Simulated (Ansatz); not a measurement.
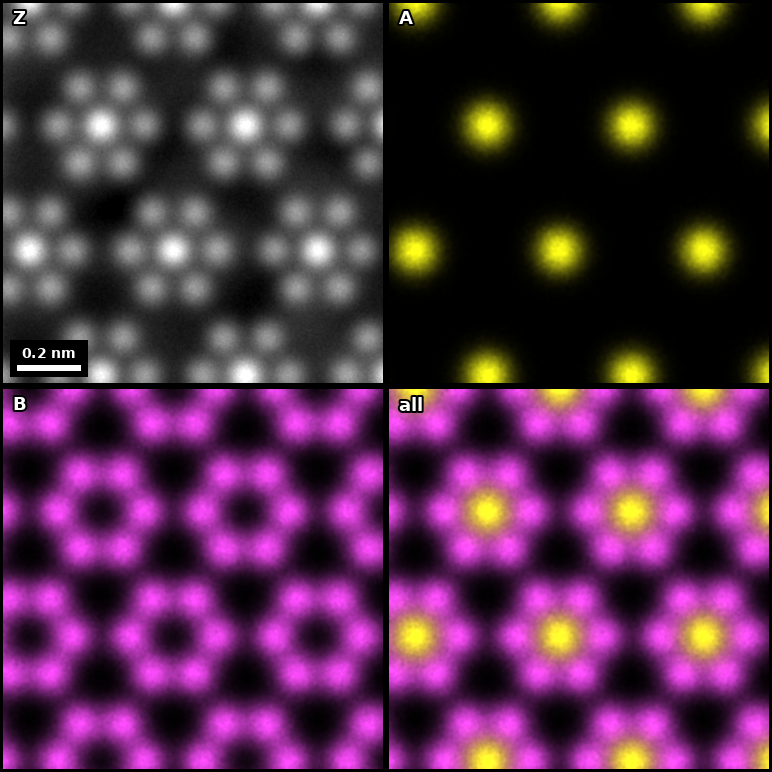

Cu₆Rh (Pm-3m, No. 221) along [111]. Panel Z: Simulation: incoherent imaging, intensity Z^1.6 per atom, probe width 0.84 Å, thin sample. The probe carries 15 % of its weight in a tail 2.5 times as wide. The display is stretched by a gamma of 0.8; percentages refer to the linear signal. Shot noise and the speckle of an amorphous layer were added. The other panels are simulated element maps (the number of atoms of one element along the beam, blurred by 1.1 Å, with counting noise; each on its own scale, no channelling); the last overlays them. Structure used: the geometry relaxed with DFT PBE, scalar-relativistic, plane waves, PAW in Ansatz; the starting structure was generated, so it need not be a known form of this composition.

```cif
data_structure
_symmetry_space_group_name_H-M 'Pm-3m'
_symmetry_Int_Tables_number 221
_cell_length_a 5.5834
_cell_length_b 5.5834
_cell_length_c 5.5834
_cell_angle_alpha 90.000
_cell_angle_beta 90.000
_cell_angle_gamma 90.000
_cell_volume 174.06
loop_
_atom_site_label
_atom_site_type_symbol
_atom_site_symmetry_multiplicity
_atom_site_Wyckoff_symbol
_atom_site_fract_x
_atom_site_fract_y
_atom_site_fract_z
_atom_site_occupancy
Cu1 Cu 6 f 0.50000 0.50000 0.19983 1
Rh1 Rh 1 a 0.00000 0.00000 0.00000 1
```

> Which element does each lettered map show?

A: Rh, B: Cu. The projected cell (4.56 × 4.56 Å, 120°) holds 7 columns: 6 of Cu and 1 of Rh. No column is shared by two of the mapped elements.
